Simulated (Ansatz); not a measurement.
## RuSi: pressure series

The parent structure is RuSi (space group P2_13, No. 198).

```
CELL_PARAMETERS angstrom
      4.73591     0.00000     0.00000
      0.00000     4.73591     0.00000
      0.00000     0.00000     4.73591
ATOMIC_POSITIONS crystal
  Ru 0.12921 0.12921 0.12921
  Ru 0.62921 0.37079 0.87079
  Ru 0.87079 0.62921 0.37079
  Ru 0.37079 0.87079 0.62921
  Si 0.83761 0.83761 0.83761
  Si 0.33761 0.66239 0.16239
  Si 0.16239 0.33761 0.66239
  Si 0.66239 0.16239 0.33761
```

Cell and atoms are relaxed at each pressure.

Method: plane-wave PAW DFT at the PBE level (Ansatz, an electronic-structure program, 420 eV), no spin-orbit coupling.

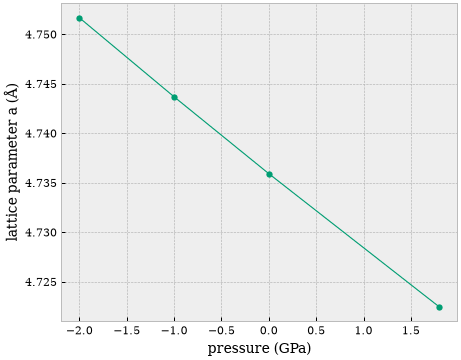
Lattice parameter a against pressure

Q: From the plot, what is the lattice parameter a for pressure 1.8 GPa?

A: About 4.722 Å.

Q: Is the trend monotonic over the range shown?

A: Yes, it falls throughout, spanning 4.722 Å to 4.752 Å.

Load acts through the strain it causes; cell and atoms are relaxed under it. Whether these cells are dynamically stable was not tested.
